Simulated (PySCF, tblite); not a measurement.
# C8H5ClS: vibronic structure

Aim: compute the vibronic structure of C8H5ClS (`Clc1ccc2ccsc2c1`).

Programs: tblite 0.8.0 and PySCF 2.14.0, with routines of our own; each step states its level. All values are computed. Atoms count from 0.

## (1) The system as given

15 atoms, charge 0, multiplicity 1; geometry from: force field or distance geometry start.

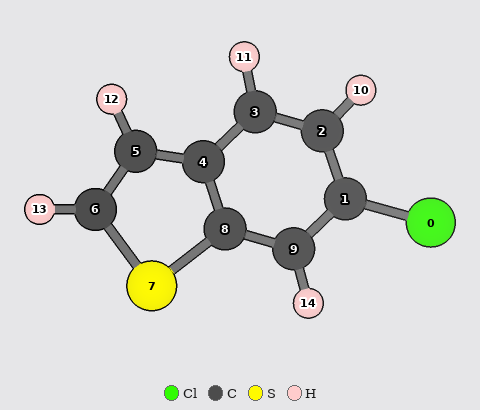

The starting geometry (chlorine green, carbon dark grey, sulfur yellow, hydrogen pink).

## (2) Relaxing the molecule with GFN2-xTB

What the job is given:

```
{"job": {"kind": "relax", "xc": "GFN2-xTB", "basis": "xTB"}, "charge": 0, "multiplicity": 1}
Cl    -3.800900     0.899300     0.393900
C     -2.152200     0.412900     0.178200
C     -1.758900    -0.847600    -0.241600
C     -0.465800    -1.236000    -0.419900
C      0.601400    -0.367700    -0.132500
C      1.916200    -0.600100    -0.253200
C      2.760000     0.432500     0.073800
S      1.730300     1.860400     0.589200
C      0.238100     0.874200     0.290800
C     -1.087000     1.281700     0.462700
H     -2.555400    -1.560200    -0.469600
H     -0.301500    -2.250700    -0.753400
H      2.340500    -1.569900    -0.579400
H      3.855200     0.392500     0.036400
H     -1.324300     2.286600     0.802700
```

Run with:

```bash
> OMP_NUM_THREADS=1 python excited_run.py task.json out
```

One launch serves the whole session: the jobs run in the order shown.

Output:

```text
step      E/eV     max force
  0    -746.92558    5.113
  1    -747.26539    2.075
  2    -747.36976    0.882
  3    -747.42846    0.641
  4    -747.47537    0.791
  5    -747.50606    0.463
  6    -747.51898    0.305
  7    -747.52519    0.222
  8    -747.53156    0.240
  9    -747.53643    0.228
 10    -747.54016    0.150
 11    -747.54232    0.114
 12    -747.54356    0.083
 13    -747.54442    0.088
 14    -747.54518    0.102
 15    -747.54591    0.087
 16    -747.54651    0.059
 17    -747.54690    0.059
 18    -747.54713    0.042
 19    -747.54726    0.028
 20    -747.54734    0.023
 21    -747.54738    0.016
 22    -747.54741    0.011
 23    -747.54742    0.009
```

It took 0.21 s on 1 thread of Arm Neoverse V1, shared host.

Step by step:

```tsv
step	energy from step 0 (eV)	largest force (eV/Å)
0	0.0000	5.1133
1	-0.3398	2.0751
2	-0.4442	0.8822
3	-0.5029	0.6409
4	-0.5498	0.7909
5	-0.5805	0.4634
6	-0.5934	0.3049
7	-0.5996	0.2218
8	-0.6060	0.2403
9	-0.6109	0.2278
10	-0.6146	0.1497
11	-0.6167	0.1144
12	-0.6180	0.0832
13	-0.6188	0.0881
14	-0.6196	0.1021
15	-0.6203	0.0873
16	-0.6209	0.0592
17	-0.6213	0.0587
18	-0.6216	0.0421
19	-0.6217	0.0282
20	-0.6218	0.0233
21	-0.6218	0.0162
22	-0.6218	0.0107
23	-0.6218	0.0091
```

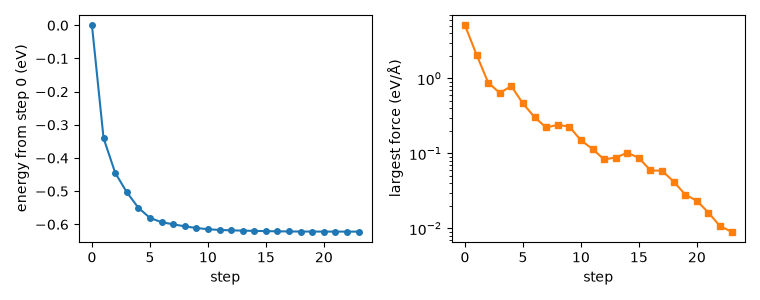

Energy and largest force along the relaxation.

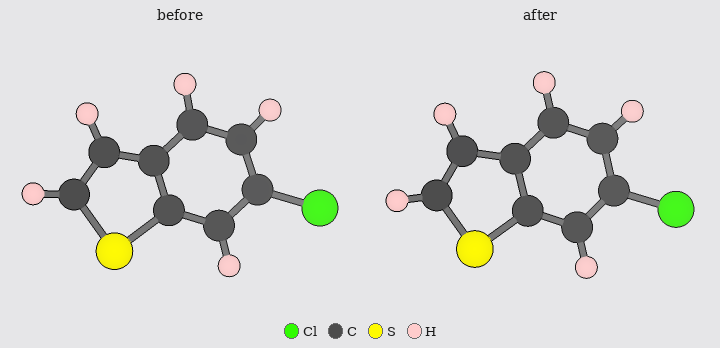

Before and after, at one scale.

Distances of close pairs at the start and the end, largest changes first:

```tsv
bond	before (Å)	after (Å)	change (Å)
C6–S7	1.834	1.733	-0.102
C4–C5	1.341	1.426	+0.086
S7–C8	1.813	1.738	-0.075
C4–C8	1.361	1.409	+0.048
C5–H12	1.108	1.075	-0.033
C5–C6	1.373	1.349	-0.024
C6–H13	1.097	1.073	-0.024
C1–C9	1.404	1.381	-0.023
```

The end geometry stands in the next job.

## (3) Vibrational analysis with GFN2-xTB

What the job is given:

```
{"job": {"kind": "ir", "xc": "GFN2-xTB", "basis": "xTB"}, "charge": 0, "multiplicity": 1}
Cl    -3.705123     0.920799     0.396714
C     -2.062908     0.422184     0.189791
C     -1.800714    -0.875247    -0.255319
C     -0.502639    -1.296851    -0.427907
C      0.552920    -0.424370    -0.157519
C      1.959018    -0.639851    -0.263576
C      2.678720     0.445947     0.085394
S      1.706941     1.797967     0.565149
C      0.257392     0.878923     0.289935
C     -1.046904     1.314510     0.467915
H     -2.624922    -1.539338    -0.461513
H     -0.294093    -2.298212    -0.771546
H      2.391150    -1.569446    -0.587478
H      3.745424     0.556751     0.097037
H     -1.258676     2.314223     0.811010
```

Output:

```text
mode    cm-1     km/mol
  1     105.2      0.04
  2     182.1      0.01
  3     202.9      0.08
  4     273.9      0.39
  5     343.2      0.45
  6     365.1      0.93
  7     392.3      1.45
  8     459.4      0.09
  9     496.5      0.97
 10     543.9      2.43
 11     597.4      0.92
 12     659.9      0.86
 13     665.6      1.71
 14     764.6     13.00
 15     766.6      4.29
 16     808.3     12.74
 17     817.6     22.52
 18     834.3     12.68
 19     865.3      0.83
 20     866.6     21.34
 21     906.1      0.06
 22    1037.6      4.73
 23    1073.0      6.07
 24    1102.1     10.00
 25    1152.1      0.12
 26    1188.6     16.80
 27    1219.1      3.74
 28    1310.5      2.31
 29    1346.0      4.67
 30    1385.8     37.41
 31    1441.0     32.89
 32    1515.4     24.01
 33    1556.7      0.07
 34    1579.6     48.36
 35    3094.0     16.12
 36    3109.2     10.72
 37    3111.4      5.16
 38    3131.8     13.46
 39    3159.6      6.46
```

It took 0.66 s on 1 thread of Arm Neoverse V1, shared host.

Which atoms move in the most intense modes:

```tsv
cm⁻¹	km/mol	atoms
818	22.5	H10 22 %, H11 20 %, H13 15 %, H14 11 %
867	21.3	C5 20 %, C2 18 %, C9 18 %, C1 12 %
1189	16.8	H12 34 %, H13 20 %, C4 13 %, C6 11 %
1386	37.4	C9 22 %, C3 19 %, C8 13 %, C2 11 %
1441	32.9	C4 25 %, C1 18 %, C9 12 %, C8 12 %
1515	24.0	C5 33 %, C6 30 %, C8 12 %
1580	48.4	C3 31 %, C9 19 %, C4 13 %, C2 12 %
3094	16.1	H11 80 %, H10 13 %
```

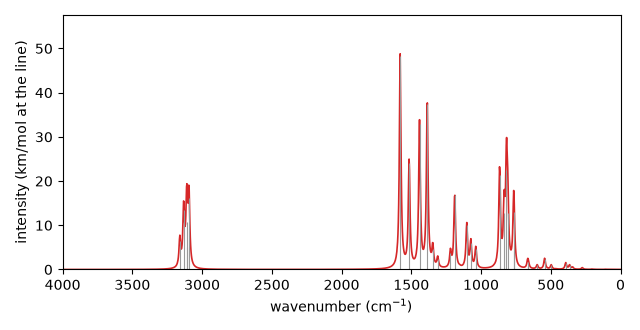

The infrared spectrum from these modes, unscaled. Lines are broadened to a width of 14 cm⁻¹ (Lorentzian).

## (4) Vibronic structure: TDA PBE0/6-31G*

Settings changed since step 3:

```diff
@@ -1,2 +1,2 @@
-{"job": {"kind": "ir", "xc": "GFN2-xTB", "basis": "xTB"}, "charge": 0, "multiplicity": 1}
+{"job": {"kind": "vib", "xc": "PBE0", "basis": "6-31G*", "tda": true}, "charge": 0, "multiplicity": 1}
 Cl    -3.705123     0.920799     0.396714
```

Method: TDA PBE0/6-31G* vertical-gradient vibronic structure (displaced harmonic oscillators, Condon), gas phase.

Output:

```text
final grid: 66432 points
cycle   1  E = -1165.5262952894  dE =  2.098e+00  |g| = 3.658e-01  |ddm| = 4.504e+00
cycle   2  E = -1165.5130967455  dE =  1.320e-02  |g| = 4.342e-01  |ddm| = 9.157e-01
cycle   3  E = -1165.5605862923  dE = -4.749e-02  |g| = 1.133e-01  |ddm| = 6.105e-01
cycle   4  E = -1165.5642082743  dE = -3.622e-03  |g| = 3.365e-02  |ddm| = 1.773e-01
cycle   5  E = -1165.5644795052  dE = -2.712e-04  |g| = 1.153e-02  |ddm| = 4.424e-02
cycle   6  E = -1165.5645163155  dE = -3.681e-05  |g| = 1.345e-03  |ddm| = 1.513e-02
cycle   7  E = -1165.5645166772  dE = -3.617e-07  |g| = 6.661e-04  |ddm| = 2.164e-03
cycle   8  E = -1165.5645167870  dE = -1.098e-07  |g| = 1.555e-04  |ddm| = 7.982e-04
cycle   9  E = -1165.5645167925  dE = -5.492e-09  |g| = 6.917e-05  |ddm| = 2.850e-04
cycle  10  E = -1165.5645167939  dE = -1.409e-09  |g| = 1.731e-05  |ddm| = 1.044e-04
cycle  11  E = -1165.5645167940  dE = -8.913e-11  |g| = 5.298e-06  |ddm| = 2.681e-05
converged SCF energy = -1165.5645167940

Singlet excitations (eV, f): 4.896 (0.0309)  5.094 (0.1046)  5.503 (0.0001)  5.879 (0.3587)  6.044 (0.0004)  6.374 (0.4481)

State S1  4.8960 eV  f = 0.03088  H-1->L 0.41, H->L+1 0.34, H->L 0.15
  relaxed dipole 2.480 D, largest gradient of the excitation energy 0.0265 Eh/bohr
  mode    cm-1        S   lambda/meV  Raman
   28   1310.5    0.1764      28.7   1.000
   24   1102.1    0.1045      14.3   0.419
   29   1346.0    0.0673      11.2   0.402
   32   1515.4    0.0570      10.7   0.432
   16    808.3    0.0914       9.2   0.197
   25   1152.1    0.0483       6.9   0.212
   26   1188.6    0.0402       5.9   0.188
   14    764.6    0.0523       5.0   0.101
   33   1556.7    0.0179       3.5   0.143
   27   1219.1    0.0161       2.4   0.079
   31   1441.0    0.0104       1.9   0.071
   12    659.9    0.0150       1.2   0.022
  reorganisation energy 0.1052 eV, total S 0.745, 0-0 4.7908 eV
  absorption maximum 4.791 eV, width 0.038 eV

State S4  5.8793 eV  f = 0.35874  H-1->L 0.41, H->L+1 0.30, H-2->L 0.10
  relaxed dipole 1.377 D, largest gradient of the excitation energy 0.0323 Eh/bohr
  mode    cm-1        S   lambda/meV  Raman
   32   1515.4    0.1769      33.2   1.000
   14    764.6    0.1761      16.7   0.253
    9    496.5    0.2208      13.6   0.134
   33   1556.7    0.0533      10.3   0.318
   16    808.3    0.0897       9.0   0.144
   23   1073.0    0.0443       5.9   0.126
    5    343.2    0.1204       5.1   0.035
   12    659.9    0.0572       4.7   0.061
   24   1102.1    0.0285       3.9   0.085
   11    597.4    0.0498       3.7   0.044
   25   1152.1    0.0258       3.7   0.084
   28   1310.5    0.0202       3.3   0.085
  reorganisation energy 0.1215 eV, total S 1.116, 0-0 5.7579 eV
  absorption maximum 5.758 eV, width 0.042 eV

State S6  6.3740 eV  f = 0.44815  H-1->L+1 0.54, H-2->L+1 0.12, H->L 0.08
  relaxed dipole 2.965 D, largest gradient of the excitation energy 0.0276 Eh/bohr
  mode    cm-1        S   lambda/meV  Raman
   14    764.6    0.4475      42.4   1.000
   16    808.3    0.1958      19.6   0.489
   34   1579.6    0.0919      18.0   0.877
   12    659.9    0.1987      16.3   0.331
   24   1102.1    0.0376       5.1   0.175
   20    866.6    0.0433       4.7   0.124
    3    202.9    0.1834       4.6   0.029
   29   1346.0    0.0165       2.8   0.114
   27   1219.1    0.0172       2.6   0.098
   23   1073.0    0.0188       2.5   0.083
   22   1037.6    0.0106       1.4   0.044
   11    597.4    0.0099       0.7   0.013
  reorganisation energy 0.1232 eV, total S 1.289, 0-0 6.2508 eV
  absorption maximum 6.253 eV, width 0.218 eV

State T1  3.3888 eV  f = 0.00000  H->L 0.88
  relaxed dipole 2.090 D, largest gradient of the excitation energy 0.0752 Eh/bohr
  mode    cm-1        S   lambda/meV  Raman
   33   1556.7    0.6883     132.8   1.000
   32   1515.4    0.5366     100.8   0.739
   34   1579.6    0.2494      48.8   0.373
   28   1310.5    0.1775      28.8   0.183
   29   1346.0    0.1011      16.9   0.110
    9    496.5    0.2500      15.4   0.037
   12    659.9    0.1535      12.6   0.040
   25   1152.1    0.0871      12.4   0.069
   26   1188.6    0.0680      10.0   0.058
   23   1073.0    0.0629       8.4   0.043
    6    365.1    0.1247       5.6   0.010
   24   1102.1    0.0100       1.4   0.007
  reorganisation energy 0.3992 eV, total S 2.590, 0-0 2.9896 eV
  absorption maximum 3.182 eV, width 0.594 eV
```

Wall time 40 s (1 thread of Arm Neoverse V1, shared host); peak memory 0.91 GiB.

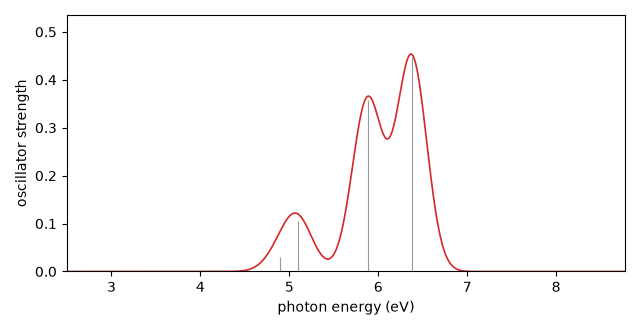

Absorption lines of the singlets. Lines are broadened to a width of 0.40 eV (Gaussian).

## (5) Results

| quantity | value |
| --- | --- |
| strongest single infrared mode (GFN2-xTB) | 1580 cm⁻¹, 48 km/mol |
| zero-point energy (GFN2-xTB) | 63.5 kcal/mol |
| S1: vertical, reorganisation, 0-0, total S (step 4, TDA PBE0/6-31G*, modes from GFN2-xTB) | 4.90, 0.11, 4.79 eV; 0.7 |
| S4: vertical, reorganisation, 0-0, total S (step 4, TDA PBE0/6-31G*, modes from GFN2-xTB) | 5.88, 0.12, 5.76 eV; 1.1 |
| S6: vertical, reorganisation, 0-0, total S (step 4, TDA PBE0/6-31G*, modes from GFN2-xTB) | 6.37, 0.12, 6.25 eV; 1.3 |

In words: All 39 modes are real, so the xTB geometry is a minimum. The strongest single mode, at 1580 cm⁻¹, is carried by C3, C9, C4, C2. GFN2-xTB is a fitted tight-binding method: band positions and strengths are rough. Its intensities can rank the bands wrongly. The vibronic model keeps the ground-state modes (from xTB) and shifts them along the gradient alone, so it can miss much of the relaxation that a full optimisation finds.
